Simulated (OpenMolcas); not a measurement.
## Run report: CuCl (charge +1), single-point calculation (part 2 of 2)

Continued. System: CuCl, charge +1, multiplicity 2. Method: M06-2X/cc-pVTZ, UKS (OpenMolcas 26.06). The geometry is that of the parent species in another charge or spin state. The geometry comes from this level: PBE0-D4/def2-TZVP.

Geometry of the input (Å):
```
Cl 0.8983  -0.3452  0.4464
Cu -0.8688  0.2850  -0.4424
```

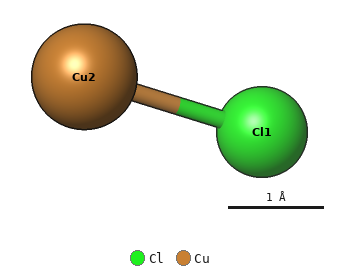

*The structure (ball-and-stick view, seen at an oblique angle; atoms are numbered from 1 in the order of the input). Sticks mark near contacts.*

The program's output, continued:
```
  99  -100.383435230 -1206.331262973   980.280750482  -8.41E-09*   2.16E-01*   1.65E-05*    1.13E-02   3.39E+02   QNRc2DIIS    2.
 100  -100.383434130 -1206.330187395   980.279676004   1.10E-06*   1.93E-01*   4.20E-04*    3.12E-01   3.39E+02   QNRc2DIIS    2.
 101  -100.383435254 -1206.331233197   980.280720682  -1.12E-06*   3.87E-02*   1.04E-05*    2.78E-01   3.39E+02   QNRc2DIIS    2.
 102  -100.383435214 -1206.331246341   980.280733866   4.06E-08*   8.88E-03*   1.52E-05*    5.57E-02   3.39E+02   QNRc2DIIS    2.
 103  -100.383435204 -1206.331265637   980.280753172   9.71E-09*   2.69E-03*   1.25E-05*    1.28E-02   3.39E+02   QNRc2DIIS    2.
 104  -100.383435201 -1206.331242738   980.280730276   2.97E-09*   5.02E-02*   1.14E-05*    3.86E-03   3.39E+02   QNRc2DIIS    2.
 105  -100.383435254 -1206.331234305   980.280721790  -5.32E-08*   4.16E-01*   1.04E-05*    7.21E-02   3.39E+02   QNRc2DIIS    2.
 106  -100.383414007 -1206.327056621   980.276565353   2.12E-05*   4.90E-01*   1.73E-03*    5.98E-01   3.39E+02   QNRc2DIIS    2.
 107  -100.383435172 -1206.331214902   980.280702468  -2.12E-05*   3.00E-02*   4.61E-06*    7.02E-01   3.39E+02   QNRc2DIIS    2.
 108  -100.383435208 -1206.331252641   980.280740172  -3.55E-08*   9.34E-03*   1.37E-05*    4.31E-02   3.39E+02   QNRc2DIIS    2.
 109  -100.383435197 -1206.331244515   980.280732057   1.03E-08*   9.21E-03*   9.97E-06*    1.34E-02   3.39E+02   QNRc2DIIS    2.
 110  -100.383435187 -1206.331234252   980.280721804   1.07E-08*   5.22E-03*   4.65E-06*    1.32E-02   3.39E+02   QNRc2DIIS    2.
 111  -100.383435193 -1206.331249220   980.280736766  -6.12E-09*   1.26E-01*   7.84E-06*    7.50E-03   3.39E+02   QNRc2DIIS    2.
 112  -100.383434707 -1206.330679535   980.280167568   4.86E-07*   2.34E-03*   2.16E-04*    1.81E-01   3.39E+02   QNRc2DIIS    2.
 113  -100.383434737 -1206.330807450   980.280295452  -3.05E-08*   5.79E-02*   2.06E-04*    3.33E-03   3.39E+02   QNRc2DIIS    2.
 114  -100.383435070 -1206.331032129   980.280519797  -3.33E-07*   5.13E-02*   7.18E-05*    8.26E-02   3.39E+02   QNRc2DIIS    2.
 115  -100.383435175 -1206.331203732   980.280691296  -1.04E-07*   4.53E-03*   4.04E-06*    7.35E-02   3.39E+02   QNRc2DIIS    2.
 116  -100.383435169 -1206.331164539   980.280652109   5.72E-09*   4.24E-03*   3.04E-06*    6.49E-03   3.39E+02   QNRc2DIIS    2.
 117  -100.383435161 -1206.331183675   980.280671253   8.22E-09*   4.61E-03*   2.01E-05*    6.08E-03   3.39E+02   QNRc2DIIS    2.
 118  -100.383435166 -1206.331181602   980.280669175  -5.50E-09*   3.40E-02*   2.20E-05*    6.60E-03   3.39E+02   QNRc2DIIS    2.
 119  -100.383435199 -1206.331144622   980.280632163  -3.23E-08*   7.56E-02*   4.36E-05*    4.88E-02   3.39E+02   QNRc2DIIS    2.
 120  -100.383435230 -1206.330982975   980.280470483  -3.18E-08*   1.69E-03*   8.93E-05*    1.09E-01   3.39E+02   QNRc2DIIS    2.
 121  -100.383435214 -1206.331167865   980.280655390   1.67E-08*   1.71E-01*   1.04E-04*    2.43E-03   3.39E+02   QNRc2DIIS    2.
 122  -100.383435065 -1206.330970435   980.280458109   1.49E-07*   3.43E-02*   5.60E-05*    2.45E-01   3.39E+02   QNRc2DIIS    2.
 123  -100.383435114 -1206.331152452   980.280640077  -4.92E-08*   4.60E-02*   5.71E-05*    4.90E-02   3.39E+02   QNRc2DIIS    2.
 124  -100.383435187 -1206.331144647   980.280632199  -7.27E-08*   3.06E-04*   3.63E-05*    6.59E-02   3.39E+02   QNRc2DIIS    2.
 125  -100.383435179 -1206.331606247   980.281093807   7.66E-09*   3.54E-03*   4.93E-05*    4.41E-04   3.39E+02   QNRc2DIIS    2.
 126  -100.383435173 -1206.331254171   980.280741737   5.72E-09*   1.14E-01*   5.16E-05*    5.08E-03   3.39E+02   QNRc2DIIS    2.
 127  -100.383434807 -1206.330432517   980.279920449   3.66E-07*   3.91E-01*   1.83E-04*    1.63E-01   3.39E+02   QNRc2DIIS    2.
 128  -100.383430623 -1206.329487486   980.278979601   4.18E-06*   2.77E-01*   8.36E-04*    5.60E-01   3.39E+02   QNRc2DIIS    2.
 129  -100.383435184 -1206.331156372   980.280643927  -4.56E-06*   1.34E-03*   3.19E-05*    3.99E-01   3.39E+02   QNRc2DIIS    2.
 130  -100.383435182 -1206.331145979   980.280633535   1.66E-09*   8.01E-04*   3.19E-05*    1.92E-03   3.39E+02   QNRc2DIIS    2.
 131  -100.383435185 -1206.331402562   980.280890116  -2.69E-09*   2.21E-03*   2.77E-05*    1.15E-03   3.39E+02   QNRc2DIIS    2.
 132  -100.383435190 -1206.331167437   980.280654986  -4.50E-09*   7.77E-04*   2.21E-05*    3.17E-03   3.39E+02   QNRc2DIIS    2.
 133  -100.383435192 -1206.331207929   980.280695475  -2.80E-09*   2.19E-01*   1.46E-05*    1.11E-03   3.39E+02   QNRc2DIIS    2.
 134  -100.383433629 -1206.330556676   980.280045786   1.56E-06*   2.39E-01*   4.30E-04*    3.11E-01   3.39E+02   QNRc2DIIS    2.
 135  -100.383435213 -1206.330918939   980.280406465  -1.58E-06*   1.34E-03*   2.73E-05*    3.40E-01   3.39E+02   QNRc2DIIS    2.
 136  -100.383435215 -1206.331107304   980.280594827  -2.89E-09*   2.97E-02*   2.29E-05*    1.93E-03   3.39E+02   QNRc2DIIS    2.
 137  -100.383435176 -1206.331125998   980.280613561   3.97E-08*   4.90E-02*   3.50E-05*    4.27E-02   3.39E+02   QNRc2DIIS    2.
 138  -100.383435078 -1206.331043887   980.280531549   9.81E-08*   5.89E-02*   7.81E-05*    7.01E-02   3.39E+02   QNRc2DIIS    2.
 139  -100.383435182 -1206.331137639   980.280625196  -1.05E-07*   3.38E-02*   4.59E-05*    8.44E-02   3.39E+02   QNRc2DIIS    2.
 140  -100.383435217 -1206.331133885   980.280621407  -3.49E-08*   4.33E-03*   5.09E-05*    4.86E-02   3.39E+02   QNRc2DIIS    2.
 141  -100.383435218 -1206.331118282   980.280605803  -4.56E-10*   1.12E-02*   5.66E-05*    6.23E-03   3.39E+02   QNRc2DIIS    2.
 142  -100.383435225 -1206.331119893   980.280607407  -7.01E-09*   9.51E-03*   6.18E-05*    1.60E-02   3.39E+02   QNRc2DIIS    2.
 143  -100.383435218 -1206.331129312   980.280616833   6.96E-09*   4.42E-02*   7.90E-05*    1.37E-02   3.39E+02   QNRc2DIIS    2.
 144  -100.383435285 -1206.330980825   980.280468278  -6.75E-08*   2.00E-03*   3.43E-05*    6.37E-02   3.39E+02   QNRc2DIIS    2.
 145  -100.383435277 -1206.331083398   980.280570860   8.02E-09*   7.54E-03*   5.13E-05*    2.88E-03   3.39E+02   QNRc2DIIS    2.
 146  -100.383435263 -1206.330862611   980.280350087   1.44E-08*   1.92E-02*   7.39E-05*    1.09E-02   3.39E+02   QNRc2DIIS    2.
 147  -100.383435306 -1206.330820872   980.280308305  -4.28E-08*   7.85E-03*   2.31E-05*    2.77E-02   3.39E+02   QNRc2DIIS    2.
 148  -100.383435302 -1206.330834171   980.280321608   3.87E-09*   4.99E-02*   2.29E-05*    1.13E-02   3.39E+02   QNRc2DIIS    2.
 149  -100.383435323 -1206.331210720   980.280698136  -2.17E-08*   3.69E-03*   8.64E-06*    7.21E-02   3.39E+02   QNRc2DIIS    2.
 150  -100.383435324 -1206.331269370   980.280756785  -7.43E-10*   8.56E-04*   8.78E-06*    5.33E-03   3.39E+02   QNRc2DIIS    2.
 151  -100.383435324 -1206.331588693   980.281076107  -2.82E-10*   1.61E-02*   7.05E-06*    1.24E-03   3.39E+02   QNRc2DIIS    2.
 152  -100.383435327 -1206.331484961   980.280972373  -2.42E-09*   5.62E-03*   4.80E-06*    2.32E-02   3.39E+02   QNRc2DIIS    2.
 153  -100.383435327 -1206.331414674   980.280902086  -1.21E-10*   1.40E-03*   7.99E-06*    8.13E-03   3.39E+02   QNRc2DIIS    2.
 154  -100.383435327 -1206.330977583   980.280464995  -1.53E-10*   6.60E-03*   5.15E-06*    2.03E-03   3.39E+02   QNRc2DIIS    2.
 155  -100.383435327 -1206.331640511   980.281127923  -2.71E-10*   1.12E-04*   5.53E-06*    9.55E-03   3.39E+02   QNRc2DIIS    2.
 156  -100.383435328 -1206.331539944   980.281027355  -1.37E-10*   1.61E-03*   3.22E-06*    1.63E-04   3.39E+02   QNRc2DIIS    2.
 157  -100.383435328 -1206.331659838   980.281147250   1.68E-11*   3.72E-04*   4.27E-06*    2.32E-03   3.39E+02   QNRc2DIIS    2.
 158  -100.383435327 -1206.331943056   980.281430468   1.96E-10*   7.34E-04*   6.48E-06*    5.39E-04   3.39E+02   QNRc2DIIS    2.
 159  -100.383435325 -1206.333071395   980.282558808   2.03E-09*   6.73E-04*   1.75E-05*    1.07E-03   3.39E+02   QNRc2DIIS    2.
 160  -100.383435328 -1206.331288257   980.280775668  -2.35E-09*   1.48E-04*   8.35E-07*    9.82E-04   3.39E+02   QNRc2DIIS    2.
 161  -100.383435328 -1206.331289725   980.280777136   5.46E-12*   1.64E-04*   1.18E-06*    2.15E-04   3.39E+02   QNRc2DIIS    2.
 162  -100.383435328 -1206.331299685   980.280787096  -1.36E-12    3.38E-04*   1.20E-06*    2.38E-04   3.39E+02   QNRc2DIIS    2.
 163  -100.383435328 -1206.331305131   980.280792542  -2.27E-12    8.52E-04*   4.82E-07*    4.89E-04   3.39E+02   QNRc2DIIS    2.
 164  -100.383435328 -1206.331254361   980.280741772   4.55E-13*   1.11E-05*   1.43E-07*    1.23E-03   3.39E+02   QNRc2DIIS    2.
 165  -100.383435328 -1206.331253874   980.280741285  -1.00E-11    9.68E-06    9.17E-08     1.60E-05   3.39E+02   QNRc2DIIS    2.

       Convergence after 165 Iterations
--

 *****************************************************************************************************************************
 *                                             SCF/KS-DFT Program, Final results                                             *
 *                                                       Final Results                                                       *
 *****************************************************************************************************************************

::    Total KS-DFT energy                           -2100.3834353276
      One-electron energy                           -3206.3312538740
      Two-electron energy                             980.2807412852
      Nuclear repulsion energy                        125.6670772612
      Kinetic energy (interpolated)                  2097.7152592343
      Virial theorem                                    1.0012719439
      Total spin, S(S+1)                                0.7564028972
      Total spin, S                                     0.5031963403
      Max non-diagonal density matrix element           0.0000088777
      Max non-diagonal Fock matrix element              0.0000008928

      All orbitals with orbital energies smaller than  E(LUMO)+0.5 are printed

++    Molecular orbitals:
      -------------------

      Title: UKS-DFT orbitals (alpha)

      Molecular orbitals for symmetry species 1: a

          Orbital            1         2         3         4         5         6         7         8         9        10
          Energy         -325.3314 -102.9719  -39.7363  -34.9455  -34.9441  -34.9362  -10.1033   -7.8367   -7.8202   -7.8181
          Occ. No.          1.0000    1.0000    1.0000    1.0000    1.0000    1.0000    1.0000    1.0000    1.0000    1.0000

          Orbital           11        12        13        14        15        16        17        18        19        20
          Energy           -4.8299   -3.3160   -3.3138   -3.2976   -1.1938   -0.7506   -0.7440   -0.7237   -0.7072   -0.7071
          Occ. No.          1.0000    1.0000    1.0000    1.0000    1.0000    1.0000    1.0000    1.0000    1.0000    1.0000

          Orbital           21        22        23        24        25        26        27        28        29        30
          Energy           -0.6782   -0.6518   -0.6442   -0.2926   -0.1782   -0.1743   -0.1199   -0.0797   -0.0108   -0.0062
          Occ. No.          1.0000    1.0000    1.0000    0.0000    0.0000    0.0000    0.0000    0.0000    0.0000    0.0000

          Orbital           31        32        33        34        35        36        37
          Energy            0.0511    0.1427    0.1724    0.1725    0.1769    0.1898    0.2020
          Occ. No.          0.0000    0.0000    0.0000    0.0000    0.0000    0.0000    0.0000

--

      All orbitals with orbital energies smaller than  E(LUMO)+0.5 are printed

++    Molecular orbitals:
      -------------------

      Title: UKS-DFT orbitals (beta)

      Molecular orbitals for symmetry species 1: a

          Orbital            1         2         3         4         5         6         7         8         9        10
          Energy         -325.3314 -102.9625  -39.7275  -34.9355  -34.9343  -34.9341  -10.1001   -7.8169   -7.8150   -7.8114
          Occ. No.          1.0000    1.0000    1.0000    1.0000    1.0000    1.0000    1.0000    1.0000    1.0000    1.0000

          Orbital           11        12        13        14        15        16        17        18        19        20
          Energy           -4.8183   -3.2954   -3.2933   -3.2931   -1.1420   -0.7387   -0.7151   -0.6999   -0.6998   -0.6484
          Occ. No.          1.0000    1.0000    1.0000    1.0000    1.0000    1.0000    1.0000    1.0000    1.0000    1.0000

          Orbital           21        22        23        24        25        26        27        28        29        30
          Energy           -0.6399   -0.6272   -0.4251   -0.2899   -0.1733   -0.1730   -0.1257   -0.0791   -0.0099   -0.0080
          Occ. No.          1.0000    1.0000    0.0000    0.0000    0.0000    0.0000    0.0000    0.0000    0.0000    0.0000

          Orbital           31
          Energy            0.0552
          Occ. No.          0.0000

--

++    Molecular charges:
      ------------------

      Mulliken charges per centre and basis function type
      ---------------------------------------------------

                            CL1                     CU2
                     alpha        beta       alpha        beta
      1s           2.9920      2.9869      3.1056      3.1176
      2px          1.9038      1.7481      2.0331      2.0344
      2pz          1.9631      1.2846      2.0164      2.0124
      2py          1.9692      1.9604      2.0167      2.0188
      3d2+         0.0033      0.0038      0.9951      0.9759
      3d1+         0.0039      0.0051      0.9928      0.9355
      3d0          0.0022      0.0037      0.9998      0.9256
      3d1-         0.0012      0.0014      0.9994      0.9900
      3d2-         0.0031      0.0034      0.9976      0.9907
      4f3+         0.0003      0.0003      0.0000      0.0000
      4f2+         0.0002      0.0002      0.0001      0.0000
      4f1+         0.0003      0.0005      0.0000      0.0000
      4f0          0.0001      0.0001      0.0000      0.0000
      4f1-         0.0001      0.0001      0.0000      0.0000
      4f2-         0.0002      0.0002      0.0000      0.0000
      4f3-         0.0003      0.0003      0.0001      0.0001
      5g4+         0.0000      0.0000      0.0000      0.0000
      5g3+         0.0000      0.0000      0.0000      0.0000
      5g2+         0.0000      0.0000      0.0000      0.0000
      5g1+         0.0000      0.0000      0.0000      0.0000
      5g0          0.0000      0.0000      0.0000      0.0000
      5g1-         0.0000      0.0000      0.0000      0.0000
      5g2-         0.0000      0.0000      0.0000      0.0000
      5g3-         0.0000      0.0000      0.0000      0.0000
      5g4-         0.0000      0.0000      0.0000      0.0000
      Total        8.8433      7.9989     14.1567     14.0011
      Total             16.8422                 28.1578

      Charge            0.1578                  0.8422

      Total electronic charge=   45.000000

      Total            charge=    1.000000
--

++    Molecular orbitals:
      -------------------

      Title: Natural orbitals

      Molecular orbitals for symmetry species 1: a

          Orbital            1         2         3         4         5         6         7         8         9        10
          Energy         -325.3314 -102.9612  -39.4117  -34.6628  -34.5476  -34.7797   -7.8506   -7.8161  -10.0969   -5.0799
          Occ. No.          2.0000    2.0000    2.0000    2.0000    2.0000    2.0000    2.0000    2.0000    2.0000    2.0000

          Orbital           11        12        13        14        15        16        17        18        19        20
          Energy           -3.4495   -7.6943   -3.4680   -3.7094   -0.9181   -0.7036   -0.7086   -0.8050   -0.6482   -0.6655
          Occ. No.          2.0000    2.0000    2.0000    2.0000    2.0000    2.0000    2.0000    2.0000    1.9999    1.9998

          Orbital           21        22        23        24        25        26        27        28        29        30
          Energy           -1.1452   -0.6960   -0.5497    0.1695    0.3130    0.0134    0.2562    0.6927    0.8392    0.8709
          Occ. No.          1.9994    1.9978    1.0000    0.0022    0.0006    0.0002    0.0001    0.0000    0.0000    0.0000

          Orbital           31        32        33        34        35        36        37        38        39        40
          Energy            1.0882    4.4543    4.8960    1.8622    3.8016    5.4353    3.1856    6.3907    6.2823    6.4187
          Occ. No.          0.0000    0.0000    0.0000    0.0000    0.0000    0.0000    0.0000    0.0000    0.0000    0.0000

          Orbital           41        42        43        44        45        46        47        48        49        50
          Energy            1.9397    2.3343    6.1333    2.3073    6.6339    0.1883    1.8467    0.3074    0.3016    1.5511
          Occ. No.          0.0000    0.0000    0.0000    0.0000    0.0000    0.0000    0.0000    0.0000    0.0000    0.0000

          Orbital           51        52        53        54        55        56        57        58        59        60
          Energy            0.2575    0.3554    0.9652    4.0949    1.5379    1.4413    1.7397    0.5027    5.6190    1.7235
          Occ. No.          0.0000    0.0000    0.0000    0.0000    0.0000    0.0000    0.0000    0.0000    0.0000    0.0000

          Orbital           61        62        63        64        65        66        67        68        69        70
          Energy            0.9270    1.7780    1.6231    1.5065    1.3928    1.4294    1.1638    1.5622    1.4096    6.7020
          Occ. No.          0.0000    0.0000    0.0000    0.0000    0.0000    0.0000    0.0000    0.0000    0.0000    0.0000

          Orbital           71        72        73        74        75        76        77        78        79        80
          Energy            1.7098    7.7045    1.4800   12.4384    2.8447   11.4644    3.3104    2.9579   13.5766    7.6453
          Occ. No.          0.0000    0.0000    0.0000    0.0000    0.0000    0.0000    0.0000    0.0000    0.0000    0.0000

          Orbital           81        82        83        84        85        86        87        88        89        90
          Energy            1.3233   13.6299   13.6606   13.5811    7.6552   13.4546   13.6592    7.6886   13.6785   13.4702
          Occ. No.          0.0000    0.0000    0.0000    0.0000    0.0000    0.0000    0.0000    0.0000    0.0000    0.0000

          Orbital           91
          Energy           13.6657
          Occ. No.          0.0000

--

++    Molecular properties:
      ---------------------

      Charge (e):
                      =    1.0000
      Dipole Moment (debye):
      Origin of the operator (angstrom)=   -0.2376    0.0599   -0.1249
                   X= -2.0615E+00               Y=  7.3519E-01               Z= -1.0369E+00           Total=  2.4218E+00
      Center of Charge (angstrom)
                     X=   -0.66679058               Y=    0.21295748               Z=   -0.34079513
      Quadrupole Moment (debye*angstrom):
      Origin of the operator (angstrom)=   -0.2376    0.0599   -0.1249
                  XX= -1.5896E+01              XY= -2.0679E+00              XZ=  2.1820E+00              YY= -2.1103E+01
                  YZ= -8.8164E-01              ZZ= -1.9024E+01
      In traceless form (debye*angstrom)
                  XX=  4.1677E+00              XY= -3.1019E+00              XZ=  3.2730E+00              YY= -3.6428E+00
                  YZ= -1.3225E+00              ZZ= -5.2486E-01
--

--- Stop Module: scf /rc=_RC_ALL_IS_WELL_ ---
--- Module scf spent 5 minutes 39 seconds ---

.##################.
.# Happy landing! #.
.##################.

    Timing: Wall=343.49 User=313.96 System=26.46
```

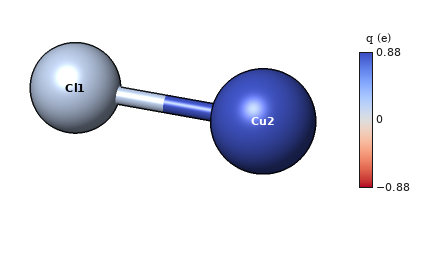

*Mulliken charges, as the colour of each atom (ball-and-stick view, seen at a tilt; atoms are numbered from 1 in the order of the input).*

By element: Cl +0.16 and Cu +0.84 e.

Results in brief:

```json
{"quantity": "outcome", "value": "converged"}
{"quantity": "total energy", "value": "−2100.383435 hartree"}
{"quantity": "basis functions", "value": "102"}
{"quantity": "⟨S²⟩", "value": "0.756"}
{"quantity": "hardware", "value": "1 thread of Arm Neoverse V1, 24 GiB of memory available, shared host"}
{"quantity": "wall time", "value": "5.7 min"}
{"quantity": "peak memory", "value": "0.57 GiB"}
```
